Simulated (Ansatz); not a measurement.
Input

```
crystal:
  periodic: [false, false, false]
  atoms:
    - { symbol: C, position_ang: [-0.7811, 1.7078, 0.2696] }
    - { symbol: O, position_ang: [-1.4568, 0.5242, 0.5482] }
    - { symbol: Si, position_ang: [-0.2677, -0.6275, 0.9563] }
    - { symbol: Sn, position_ang: [1.0223, -1.4076, -1.1086] }
    - { symbol: H, position_ang: [-0.2951, 2.153, 1.1291] }
    - { symbol: H, position_ang: [-0.1402, 1.6806, -0.6132] }
    - { symbol: H, position_ang: [-1.5866, 2.4892, -0.0154] }
    - { symbol: H, position_ang: [-0.8332, -1.7663, 1.6143] }
    - { symbol: H, position_ang: [0.7424, -0.0224, 1.9456] }
    - { symbol: H, position_ang: [1.7229, -0.0526, -1.8604] }
    - { symbol: H, position_ang: [-0.2257, -2.1337, -2.1783] }
    - { symbol: H, position_ang: [2.1758, -2.6001, -0.6532] }
basis:
  gaussian: { orbitals: def2-SVP }
hamiltonian:
  xc: pbe
  dispersion: d4
relax:
  f_tol: 0.015
  max_steps: 40
output:
  orbitals: {}
```

Launched as:

```sh
ansatz run input.yaml --threads 2 --pin off --max-ram 3072MiB --backend cpu --events-out ev --progress --plain --runs-dir out
```

The fields are those of the run's last geometry, not of the input's.

Core potentials replace the inner electrons of Sn.

All numbers below come from RKS PBE-D4/def2-SVP (Ansatz 0.2.0).

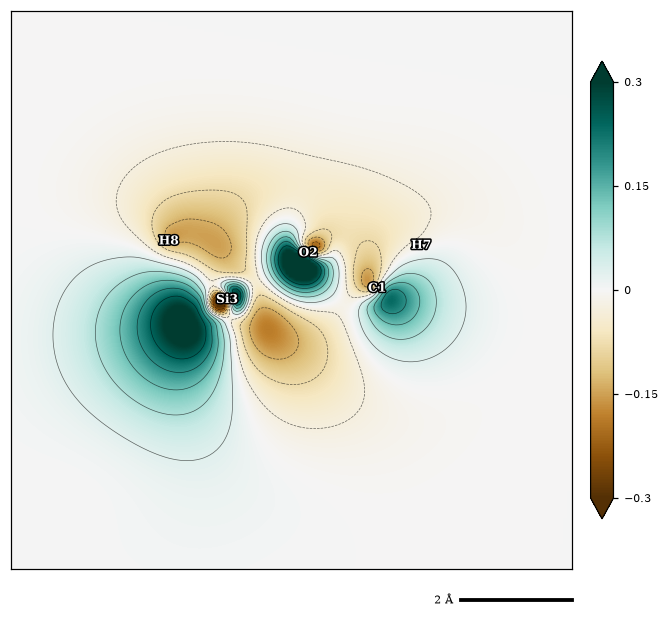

CH8OSiSn (SMILES CO[SiH2][SnH3]). The LUMO on the plane of atoms O2, Si3 and H8 (values in Å⁻³ᐟ²; the overall sign is arbitrary).

Describe this orbital and give its energy.

It lies mainly on Si3 (about 35 %), Sn4 (about 25 %), O2 (about 5 %) and H12 (about 5 %). Its energy is −1.02 eV.
